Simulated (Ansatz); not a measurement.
## Molecular dynamics of AlBH4S (part 4 of 4)

The same run, continued: AlBH4S; RKS CAM-B3LYP/STO-3G (Ansatz 0.2.0). It belongs to a series of runs on one base structure; here: dynamics from the highest image of the converged band.

Geometry of the input (Å):
```
Al -1.5138  0.1461  -0.3994
B  0.0519  0.0386  0.6870
S  1.7506  -0.4468  0.8519
H  -2.6648  -0.7927  -0.1948
H  -1.6940  1.3145  -1.3231
H  1.7356  0.9450  0.7090
H  2.3345  -1.2047  -0.3305
```

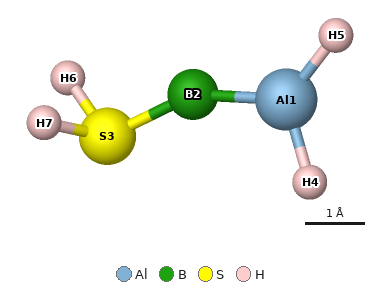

Fig. 1: The geometry at step 163 of the log (ball-and-stick view, seen at a tilt; atoms are numbered from 1 in the order of the input).

## Trajectory as extended XYZ, continued
```
7
Properties=species:S:1:pos:R:3:forces:R:3 step=123 time_fs=61.5 energy=-17957.17763 temperature=696.8
Al   -1.4809    0.1153   -0.3453   -1.8054  -0.2546  -0.1122
B     0.1629    0.1768    0.5176    0.5178   0.2324   0.0582
S     1.6457   -0.4441    0.8030    3.1948  -0.5434   0.6392
H    -2.4673   -0.9472    0.1516    0.5511   0.2800  -0.4186
H    -2.0154    1.0991   -1.3417    0.1141   0.1022   0.0601
H     2.4884   -0.1318    1.9020   -1.0160   0.3788   0.2517
H     2.9699   -0.5040    0.0706   -1.5563  -0.1953  -0.4784
7
Properties=species:S:1:pos:R:3:forces:R:3 step=127 time_fs=63.5 energy=-17957.11063 temperature=594.3
Al   -1.4861    0.1185   -0.3500   -1.5970  -0.3570   0.2238
B     0.1730    0.1773    0.5050   -0.0019   0.4974  -0.2228
S     1.6462   -0.4478    0.8098    3.7602  -0.5863   1.0340
H    -2.4202   -0.9912    0.1640    0.5519   0.4020  -0.5147
H    -2.0887    1.1203   -1.2956    0.2155   0.0047   0.0939
H     2.5699   -0.1049    1.8599   -1.5694   0.3939   0.5946
H     2.9325   -0.4818    0.0968   -1.3593  -0.3547  -1.2087
7
Properties=species:S:1:pos:R:3:forces:R:3 step=130 time_fs=65.0 energy=-17957.18501 temperature=708.8
Al   -1.4916    0.1206   -0.3533   -1.1309  -0.1633   0.3736
B     0.1806    0.1787    0.4951   -0.3910   0.5982  -0.4392
S     1.6494   -0.4510    0.8158    3.1289  -0.5839   1.2833
H    -2.3711   -1.0146    0.1607    0.3200   0.2332  -0.4598
H    -2.1385    1.1366   -1.2588    0.2712  -0.0656   0.1035
H     2.5932   -0.0749    1.8423   -1.4729   0.3707   0.6680
H     2.8704   -0.4737    0.0879   -0.7253  -0.3893  -1.5295
7
Properties=species:S:1:pos:R:3:forces:R:3 step=133 time_fs=66.5 energy=-17957.32346 temperature=921.9
Al   -1.4979    0.1226   -0.3564   -0.5119   0.1775   0.4568
B     0.1875    0.1814    0.4844   -0.6851   0.5905  -0.5818
S     1.6547   -0.4546    0.8226    1.7480  -0.5594   1.4533
H    -2.3154   -1.0333    0.1476   -0.0221  -0.1038  -0.3250
H    -2.1825    1.1514   -1.2198    0.2878  -0.1034   0.0775
H     2.5854   -0.0370    1.8386   -1.0139   0.3107   0.4655
H     2.7931   -0.4737    0.0465    0.1972  -0.3122  -1.5463
7
Properties=species:S:1:pos:R:3:forces:R:3 step=137 time_fs=68.5 energy=-17957.45481 temperature=1124.5
Al   -1.5068    0.1255   -0.3599    0.2761   0.5481   0.5596
B     0.1945    0.1867    0.4682   -0.9288   0.4699  -0.5912
S     1.6634   -0.4600    0.8331    0.0814  -0.5635   1.0535
H    -2.2429   -1.0629    0.1198   -0.4076  -0.5283  -0.1517
H    -2.2318    1.1679   -1.1655    0.2366  -0.0831  -0.0084
H     2.5438    0.0238    1.8475   -0.1742   0.2333  -0.0415
H     2.6987   -0.4834   -0.0580    0.9165  -0.0763  -0.8203
7
Properties=species:S:1:pos:R:3:forces:R:3 step=140 time_fs=70.0 energy=-17957.44864 temperature=1115.0
Al   -1.5134    0.1281   -0.3619    0.6249   0.4958   0.6946
B     0.1976    0.1918    0.4547   -0.9885   0.3433  -0.4549
S     1.6702   -0.4645    0.8419   -0.4738  -0.5915   0.1279
H    -2.1978   -1.0972    0.0946   -0.4812  -0.5491  -0.1327
H    -2.2627    1.1782   -1.1248    0.1597  -0.0301  -0.0849
H     2.5062    0.0754    1.8543    0.3476   0.2113  -0.4019
H     2.6488   -0.4932   -0.1581    0.8113   0.1203   0.2519
7
Properties=species:S:1:pos:R:3:forces:R:3 step=143 time_fs=71.5 energy=-17957.34702 temperature=958.7
Al   -1.5194    0.1311   -0.3635    0.7056   0.1182   0.8514
B     0.1988    0.1976    0.4403   -0.9127   0.1979  -0.2233
S     1.6766   -0.4694    0.8507   -0.7511  -0.5549  -0.7959
H    -2.1627   -1.1428    0.0665   -0.3674  -0.2359  -0.2144
H    -2.2902    1.1878   -1.0859    0.0833   0.0204  -0.1415
H     2.4756    0.1315    1.8526    0.6225   0.1879  -0.6977
H     2.6164   -0.5004   -0.2530    0.6199   0.2664   1.2215
7
Properties=species:S:1:pos:R:3:forces:R:3 step=147 time_fs=73.5 energy=-17957.19370 temperature=722.7
Al   -1.5266    0.1352   -0.3644    0.5528  -0.5352   0.9514
B     0.1975    0.2059    0.4206   -0.6430  -0.0146   0.1263
S     1.6844   -0.4765    0.8616   -0.9825  -0.3361  -1.4863
H    -2.1274   -1.2093    0.0213   -0.1263   0.4055  -0.3402
H    -2.3241    1.2012   -1.0388    0.0358   0.0273  -0.1579
H     2.4555    0.2124    1.8262    0.6442   0.1040  -0.9512
H     2.5938   -0.5009   -0.3375    0.5190   0.3491   1.8579
7
Properties=species:S:1:pos:R:3:forces:R:3 step=150 time_fs=75.0 energy=-17957.16738 temperature=682.1
Al   -1.5315    0.1378   -0.3643    0.3943  -0.8383   0.8870
B     0.1951    0.2121    0.4059   -0.3819  -0.1811   0.3335
S     1.6894   -0.4821    0.8687   -1.0377  -0.0738  -1.7022
H    -2.1047   -1.2505   -0.0208   -0.0159   0.7652  -0.3565
H    -2.3485    1.2120   -1.0073    0.0567  -0.0250  -0.1308
H     2.4565    0.2759    1.7832    0.5304   0.0133  -0.9672
H     2.5900   -0.4928   -0.3557    0.4540   0.3398   1.9363
7
Properties=species:S:1:pos:R:3:forces:R:3 step=153 time_fs=76.5 energy=-17957.24195 temperature=796.9
Al   -1.5360    0.1398   -0.3634    0.2822  -0.8624   0.7211
B     0.1918    0.2179    0.3920   -0.1141  -0.3463   0.4592
S     1.6938   -0.4878    0.8746   -0.9895   0.2564  -1.7352
H    -2.0825   -1.2757   -0.0704   -0.0125   0.8717  -0.2889
H    -2.3716    1.2221   -0.9787    0.1101  -0.1012  -0.0911
H     2.4688    0.3396    1.7197    0.3643  -0.0844  -0.7980
H     2.5960   -0.4775   -0.3327    0.3595   0.2661   1.7329
7
Properties=species:S:1:pos:R:3:forces:R:3 step=157 time_fs=78.5 energy=-17957.38918 temperature=1022.7
Al   -1.5418    0.1414   -0.3614    0.2592  -0.4898   0.4225
B     0.1872    0.2246    0.3748    0.2177  -0.5392   0.5114
S     1.6986   -0.4950    0.8807   -0.8370   0.8267  -1.3469
H    -2.0538   -1.2812   -0.1457   -0.1593   0.5718  -0.1135
H    -2.3986    1.2321   -0.9435    0.1778  -0.1686  -0.0527
H     2.4964    0.4214    1.6101    0.0223  -0.2166  -0.2709
H     2.6159   -0.4489   -0.2467    0.3194   0.0159   0.8501
7
Properties=species:S:1:pos:R:3:forces:R:3 step=160 time_fs=80.0 energy=-17957.37717 temperature=1003.5
Al   -1.5458    0.1421   -0.3595    0.3322  -0.0371   0.2072
B     0.1842    0.2284    0.3631    0.4301  -0.6442   0.4940
S     1.7016   -0.4998    0.8842   -0.7605   1.3276  -0.6874
H    -2.0361   -1.2706   -0.2054   -0.3299   0.1037   0.0244
H    -2.4145    1.2355   -0.9185    0.1899  -0.1508  -0.0469
H     2.5183    0.4776    1.5200   -0.3496  -0.2866   0.3224
H     2.6391   -0.4267   -0.1595    0.4877  -0.3125  -0.3137
7
Properties=species:S:1:pos:R:3:forces:R:3 step=163 time_fs=81.5 energy=-17957.21209 temperature=750.0
Al   -1.5496    0.1428   -0.3574    0.4304   0.3492   0.0449
B     0.1821    0.2309    0.3524    0.6013  -0.7155   0.4601
S     1.7040   -0.5037    0.8872   -0.6544   1.8115  -0.0581
H    -2.0254   -1.2577   -0.2646   -0.4707  -0.3600   0.1208
H    -2.4264    1.2358   -0.8945    0.1567  -0.0669  -0.0574
H     2.5327    0.5277    1.4370   -0.7604  -0.3006   0.9383
H     2.6730   -0.4113   -0.0790    0.6971  -0.7176  -1.4486
7
Properties=species:S:1:pos:R:3:forces:R:3 step=167 time_fs=83.5 energy=-17957.02450 temperature=461.5
Al   -1.5541    0.1442   -0.3545    0.4524   0.3886  -0.0964
B     0.1812    0.2320    0.3396    0.7957  -0.8107   0.4516
S     1.7066   -0.5069    0.8912   -0.0761   2.3603  -0.0168
H    -2.0268   -1.2528   -0.3394   -0.4740  -0.5410   0.1749
H    -2.4374    1.2345   -0.8645    0.0673   0.1004  -0.0734
H     2.5251    0.5844    1.3587   -1.1800  -0.3635   1.3432
H     2.7403   -0.4161   -0.0203    0.4146  -1.1342  -1.7831
7
Properties=species:S:1:pos:R:3:forces:R:3 step=170 time_fs=85.0 energy=-17957.05091 temperature=501.2
Al   -1.5570    0.1455   -0.3525    0.3205   0.0294  -0.2062
B     0.1823    0.2309    0.3310    0.9385  -0.9209   0.5001
S     1.7085   -0.5075    0.8941    0.4265   2.5771  -0.4479
H    -2.0397   -1.2620   -0.3913   -0.3151  -0.2500   0.2040
H    -2.4437    1.2356   -0.8438    0.0113   0.2037  -0.0653
H     2.4909    0.6177    1.3324   -1.2209  -0.5408   1.1726
H     2.8016   -0.4469   -0.0198   -0.1609  -1.0986  -1.1573
7
Properties=species:S:1:pos:R:3:forces:R:3 step=173 time_fs=86.5 energy=-17957.13895 temperature=636.3
Al   -1.5597    0.1469   -0.3506    0.1140  -0.4186  -0.3474
B     0.1853    0.2279    0.3234    1.0146  -1.0446   0.5597
S     1.7106   -0.5064    0.8967    0.4908   2.4056  -0.8776
H    -2.0592   -1.2763   -0.4387   -0.0940   0.2064   0.2550
H    -2.4496    1.2411   -0.8245    0.0038   0.2389  -0.0296
H     2.4311    0.6395    1.3311   -0.8869  -0.6605   0.7830
H     2.8597   -0.5008   -0.0440   -0.6424  -0.7271  -0.3431
7
Properties=species:S:1:pos:R:3:forces:R:3 step=177 time_fs=88.5 energy=-17957.17676 temperature=694.6
Al   -1.5632    0.1482   -0.3485   -0.0918  -0.7326  -0.5281
B     0.1924    0.2207    0.3151    0.8630  -1.1526   0.5525
S     1.7138   -0.5024    0.8993   -0.1309   1.4355  -1.2546
H    -2.0877   -1.2873   -0.4931    0.1421   0.6513   0.3351
H    -2.4572    1.2560   -0.7995    0.0805   0.1680   0.0513
H     2.3248    0.6478    1.3544    0.0382  -0.3185   0.3988
H     2.9152   -0.5948   -0.0857   -0.9010  -0.0511   0.4451
7
Properties=species:S:1:pos:R:3:forces:R:3 step=180 time_fs=90.0 energy=-17957.11727 temperature=603.3
Al   -1.5659    0.1485   -0.3474   -0.0889  -0.6323  -0.5951
B     0.1998    0.2127    0.3101    0.5576  -1.1593   0.4536
S     1.7162   -0.4983    0.9003   -0.7416   0.4302  -1.3918
H    -2.1062   -1.2804   -0.5257    0.2020   0.6877   0.3671
H    -2.4610    1.2715   -0.7796    0.1693   0.0684   0.1126
H     2.2439    0.6454    1.3829    0.7590   0.2352   0.3404
H     2.9349   -0.6682   -0.1077   -0.8574   0.3701   0.7131
7
Properties=species:S:1:pos:R:3:forces:R:3 step=183 time_fs=91.5 energy=-17957.04019 temperature=484.7
Al   -1.5686    0.1483   -0.3468    0.0924  -0.2820  -0.5661
B     0.2083    0.2023    0.3061    0.1500  -1.0965   0.2937
S     1.7181   -0.4939    0.9003   -1.1143  -0.2239  -1.2795
H    -2.1205   -1.2591   -0.5504    0.1387   0.4436   0.3534
H    -2.4611    1.2886   -0.7573    0.2410  -0.0163   0.1499
H     2.1789    0.6476    1.4188    1.1751   0.5105   0.2830
H     2.9363   -0.7338   -0.1147   -0.6829   0.6645   0.7656
7
Properties=species:S:1:pos:R:3:forces:R:3 step=187 time_fs=93.5 energy=-17956.97928 temperature=390.1
Al   -1.5721    0.1478   -0.3467    0.5836   0.3609  -0.3797
B     0.2199    0.1851    0.3015   -0.4564  -0.9202   0.0362
S     1.7195   -0.4881    0.8991   -1.1790  -0.0850  -0.5855
H    -2.1357   -1.2179   -0.5719   -0.1021  -0.1741   0.2683
H    -2.4533    1.3107   -0.7226    0.2614  -0.0439   0.1401
H     2.1311    0.6651    1.4746    1.2119  -0.0343  -0.1123
H     2.9164   -0.7986   -0.0990   -0.3192   0.8965   0.6330
7
Properties=species:S:1:pos:R:3:forces:R:3 step=190 time_fs=95.0 energy=-17956.95263 temperature=349.3
Al   -1.5741    0.1477   -0.3470    1.0052   0.7074  -0.1862
B     0.2276    0.1699    0.2982   -0.8750  -0.7610  -0.1519
S     1.7196   -0.4839    0.8977   -1.1924   0.3115   0.0763
H    -2.1492   -1.1900   -0.5811   -0.3022  -0.5964   0.1965
H    -2.4409    1.3264   -0.6931    0.2165   0.0069   0.0883
H     2.1256    0.6787    1.5146    1.1331  -0.6614  -0.4890
H     2.8928   -0.8251   -0.0710    0.0149   0.9929   0.4660
7
Properties=species:S:1:pos:R:3:forces:R:3 step=193 time_fs=96.5 energy=-17956.97051 temperature=377.5
Al   -1.5754    0.1481   -0.3474    1.2775   0.6998  -0.0265
B     0.2337    0.1533    0.2946   -1.1601  -0.6267  -0.3005
S     1.7188   -0.4795    0.8963   -1.3559   0.4910   0.5143
H    -2.1689   -1.1744   -0.5860   -0.3936  -0.7100   0.1720
H    -2.4239    1.3422   -0.6618    0.1448   0.0885   0.0108
H     2.1447    0.6786    1.5444    1.1359  -0.9820  -0.6658
H     2.8695   -0.8304   -0.0330    0.3513   1.0395   0.2955
7
Properties=species:S:1:pos:R:3:forces:R:3 step=197 time_fs=98.5 energy=-17957.12344 temperature=613.4
Al   -1.5756    0.1495   -0.3481    1.1998   0.1483   0.0656
B     0.2381    0.1292    0.2889   -1.2083  -0.4800  -0.3874
S     1.7164   -0.4731    0.8950   -1.6138   0.2914   0.5913
H    -2.2079   -1.1756   -0.5864   -0.2533  -0.2851   0.2304
H    -2.3966    1.3665   -0.6199    0.0702   0.1590  -0.0974
H     2.2084    0.6467    1.5628    1.1328  -0.7749  -0.4455
H     2.8510   -0.8029    0.0269    0.6726   0.9413   0.0429
7
Properties=species:S:1:pos:R:3:forces:R:3 step=200 time_fs=100.0 energy=-17957.28205 temperature=857.7
Al   -1.5746    0.1507   -0.3485    0.8531  -0.3552   0.0731
B     0.2386    0.1100    0.2837   -1.0012  -0.3430  -0.3555
S     1.7133   -0.4680    0.8945   -1.4920   0.0670   0.4516
H    -2.2437   -1.1846   -0.5811   -0.0280   0.2166   0.2892
H    -2.3742    1.3885   -0.5907    0.0653   0.1312  -0.1598
H     2.2843    0.6029    1.5651    0.8762  -0.3767  -0.0594
H     2.8532   -0.7586    0.0733    0.7267   0.6602  -0.2392
```

## Key numbers

| quantity | value |
| --- | --- |
| outcome | finished |
| mean temperature over the second half | 669 K |
| trajectory | 200 steps, 100 fs |
| ensemble | nve |
| temperature in the input | 100.0 K |
| time step | 0.5 fs |
| potential energy (last step) | −17957.2821 eV |
| mean-field energy (last step) | −17957.2821 eV |
| largest force (length of the vector) (last step) | 1.560 eV/Å |
| hardware | 1 thread of Intel Xeon (Granite Rapids), 10 GiB of memory available, shared host |
| wall time | 2.1 min |
| peak memory | 0.1 GiB |

## Remarks

So short a trajectory is not equilibrated.
